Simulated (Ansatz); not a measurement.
# GaHBrO (SMILES [OH][Ga][Br]): levels of theory compared

Wanted: a comparison of 4 runs (UHF/3-21G, UB2PLYP/6-31G*, UB3LYP/6-31G*, UPBE0/def2-SVP) of GaHBrO. 

The results are computed with Ansatz 0.2.0.

1 further run of the same task is left out (for a known fault of the program).

### Step 1. The molecule

GaHBrO: 4 atoms, total charge 0, spin state doublet. As SMILES, `[OH][Ga][Br]`. The shape is that of a PBE0-D4/def2-TZVP optimisation.

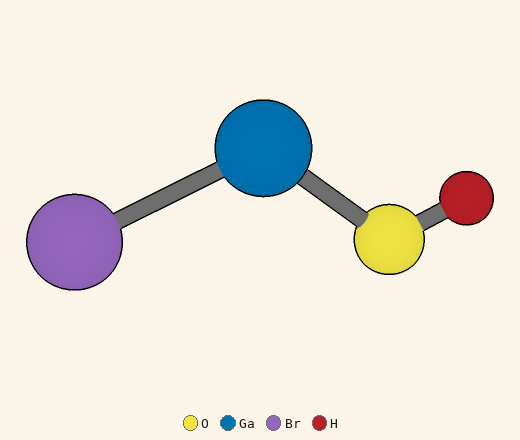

Viewed from a chosen angle; oxygen yellow, gallium blue, bromine purple, hydrogen red.

### Step 2. Energy and gradient at UHF/3-21G (run 1)

job.yaml reads:

```yaml
crystal:
  periodic: [false, false, false]
  atoms:
    - {symbol: O, position_ang: [-0.945400, 0.045500, -0.527800]}
    - {symbol: Ga, position_ang: [0.607600, 0.441600, 0.280200]}
    - {symbol: Br, position_ang: [1.823300, -1.358700, 1.075700]}
    - {symbol: H, position_ang: [-1.429900, 0.811300, -0.848400]}
basis:
  gaussian: {orbitals: 3-21G-spherical.json}
magnetization: {spin_polarized: true, initial_magnetization: 1}
hamiltonian: {xc: hf}
accuracy: high
output: {forces: true, orbitals: {seedname: orbitals}}
```

The basis set 3-21G is read from a file made from the Basis Set Exchange's data (not shown).

Launch:

```
ansatz run job.yaml --threads 1 --pin off --max-ram 2610MiB --events-out events.jsonl --progress --plain --runs-dir runs
```

Log:

```text
Warning: RAYON_NUM_THREADS=1 ignored (pool sized by the plan → 1); use --threads N
Functional definition: HF
  name "HF"
  exchange = exact_x
  correlation = 0
843 factors; integrals over basis functions are off by at most 1.6e-8 eV
mean field evaluation 1: about -123781.0923 eV, gradient 2.5e1 eV
mean field evaluation 2: about -123781.2175 eV, gradient 2.5e1 eV
mean field evaluation 4: about -123784.0836 eV, gradient 1.8e0 eV
mean field evaluation 8: about -123784.1652 eV, gradient 3.3e-1 eV
mean field evaluation 16: about -123784.1690 eV, gradient 1.5e-5 eV
mean field -123784.16902304 eV, -4548.9843076734 hartree, gradient 4.1e-8 eV, S^2 0.757534; 0 other end points of the search recorded, 0 dependent functions left out
the calculation of the forces begins
reference -123784.16902304 eV, -4548.9843076734 hartree; 38, 37 occupied and 17, 18 virtual orbitals, 843 factors
Total energy: -123784.16902304 eV, -4548.9843076734 hartree
Atom 0 at    -0.945400     0.045500    -0.527800 Å, force     1.816095     0.621569     0.932717 eV/Å
Atom 1 at     0.607600     0.441600     0.280200 Å, force    -1.785525     0.012990    -0.965181 eV/Å
Atom 2 at     1.823300    -1.358700     1.075700 Å, force     0.448869    -0.624714     0.290613 eV/Å
Atom 3 at    -1.429900     0.811300    -0.848400 Å, force    -0.479439    -0.009845    -0.258149 eV/Å
Dipole moment:    -0.168810     0.863595    -0.157793 e Å
```

Wall time 1.4 s (1 thread of Intel Xeon 6975P-C (Granite Rapids), shared host); peak memory 0.29 GiB.

### Step 3. Energy and gradient at UB2PLYP/6-31G(d) (spherical functions) (run 2)

in.yaml reads:

```yaml
crystal:
  periodic: [false, false, false]
  atoms:
    - {symbol: O, position_ang: [-0.945400, 0.045500, -0.527800]}
    - {symbol: Ga, position_ang: [0.607600, 0.441600, 0.280200]}
    - {symbol: Br, position_ang: [1.823300, -1.358700, 1.075700]}
    - {symbol: H, position_ang: [-1.429900, 0.811300, -0.848400]}
basis:
  gaussian:
    orbitals: 6-31G_st_-spherical.json
hamiltonian:
  xc: {name: B2PLYP}
magnetization:
  spin_polarized: true
  initial_magnetization: 1
accuracy: high
correlation:
  frozen_orbitals: {Br: 9, Ga: 9, H: 0, O: 1}
output: {forces: true, orbitals: {seedname: orbitals}}
```

The basis set 6-31G* is read from a file made from the Basis Set Exchange's data (not shown).

Launch:

```
ansatz run in.yaml --threads 1 --pin off --max-ram 2610MiB --events-out events.jsonl --progress --plain --runs-dir runs
```

Log, shortened:

```text
Warning: RAYON_NUM_THREADS=1 ignored (pool sized by the plan → 1); use --threads N
Functional definition: B2PLYP
  name "B2PLYP"
[...]
1501 factors; integrals over basis functions are off by at most 8.8e-9 eV
[...]
mean field -124444.82736380 eV, -4573.2630538861 hartree, gradient 9.9e-8 eV, S^2 0.756279; 1 other end points of the search recorded, 0 dependent functions left out
19 core orbitals not correlated: weight in the atoms' cores, before any rotation towards them, 1.000 or more for the frozen orbitals, at most 0.000 for the correlated occupied ones
reference -124444.82738511 eV, -4573.2630546693 hartree; 19, 18 occupied and 42, 43 virtual orbitals, 1501 factors
second order -21.53248411 eV of doubles, -0.00000000 eV of singles
[...]
Total energy: -124450.64115582 eV, -4573.4767068022 hartree
Atom 0 at    -0.945400     0.045500    -0.527800 Å, force    -0.090340    -0.557553    -0.005763 eV/Å
Atom 1 at     0.607600     0.441600     0.280200 Å, force     0.147341     0.335073     0.053715 eV/Å
Atom 2 at     1.823300    -1.358700     1.075700 Å, force     0.149763    -0.222198     0.098006 eV/Å
Atom 3 at    -1.429900     0.811300    -0.848400 Å, force    -0.206765     0.444678    -0.145958 eV/Å
Dipole moment:    -0.171862     0.598878    -0.139002 e Å
```

Run time: 21 s. Hardware: 1 thread of Intel Xeon 6975P-C (Granite Rapids), shared host; peak memory 0.42 GiB.

Run 3 isn't shown in full; the table further down has it.

### Step 4. Energy and gradient at UPBE0/def2-SVP (run 4)

Changes to job.yaml since step 2:

```diff
@@ -8,5 +8,5 @@
 basis:
-  gaussian: {orbitals: 3-21G-spherical.json}
+  gaussian: {orbitals: def2-SVP}
 magnetization: {spin_polarized: true, initial_magnetization: 1}
-hamiltonian: {xc: hf}
+hamiltonian: {xc: {name: PBE0}}
 accuracy: high
```

Launch:

```
ansatz run job.yaml --threads 1 --pin off --max-ram 2610MiB --events-out events.jsonl --progress --plain --runs-dir runs
```

Log, shortened:

```text
Warning: RAYON_NUM_THREADS=1 ignored (pool sized by the plan → 1); use --threads N
Functional definition: PBE0
  name "PBE0"
[...]
1524 factors; integrals over basis functions are off by at most 1.0e-8 eV
[...]
mean field -124455.11210124 eV, -4573.6410110158 hartree, gradient 8.1e-8 eV, S^2 0.753522; 0 other end points of the search recorded, 0 dependent functions left out
[...]
reference -124455.11210350 eV, -4573.6410110988 hartree; 38, 37 occupied and 45, 46 virtual orbitals, 1524 factors
Total energy: -124455.11210350 eV, -4573.6410110988 hartree
Atom 0 at    -0.945400     0.045500    -0.527800 Å, force     0.090200    -0.136630     0.059282 eV/Å
Atom 1 at     0.607600     0.441600     0.280200 Å, force    -0.018874     0.042055    -0.013417 eV/Å
Atom 2 at     1.823300    -1.358700     1.075700 Å, force     0.031186    -0.045881     0.020361 eV/Å
Atom 3 at    -1.429900     0.811300    -0.848400 Å, force    -0.102512     0.140456    -0.066225 eV/Å
Dipole moment:    -0.153663     0.572188    -0.127117 e Å
```

Wall time 8.4 s (1 thread of Intel Xeon 6975P-C (Granite Rapids), shared host); peak memory 0.42 GiB.

### Step 5. All runs side by side

```
run                                 level  frozen core orbitals   energy (Eh)  dipole moment (D)  HOMO energy (eV)  LUMO energy (eV)  wall time
  1                             UHF/3-21G                     –  -4548.984308               4.29             -8.92             -0.17      1.4 s
  2  UB2PLYP/6-31G* (spherical functions)                    19  -4573.476707               3.07             -7.58             -2.52       21 s
  3   UB3LYP/6-31G* (spherical functions)                     –  -4574.371203               2.97             -6.39             -4.04      8.4 s
  4                        UPBE0/def2-SVP                     –  -4573.641011               2.91             -6.56             -3.55      8.4 s
```

### Step 6. Results

| quantity | value |
| --- | --- |
| run 4: total energy | -4573.64101 Eh |
| run 4: dipole moment | 2.91 D |
| run 4: HOMO energy (highest over α and β) | -6.56 eV |
| run 4: LUMO energy (lowest over α and β) | -3.55 eV |
| run 4: ⟨S²⟩ | 0.754 |
| run 4: largest force on an atom | 0.186 eV/Å |

In words: The dipole moment (its size) runs from 2.91 D (UPBE0/def2-SVP) to 4.29 D (UHF/3-21G). The two ends differ in method and basis. Totals of different functionals can't be ranked against each other. All runs together took 39 s, the longest 21 s.
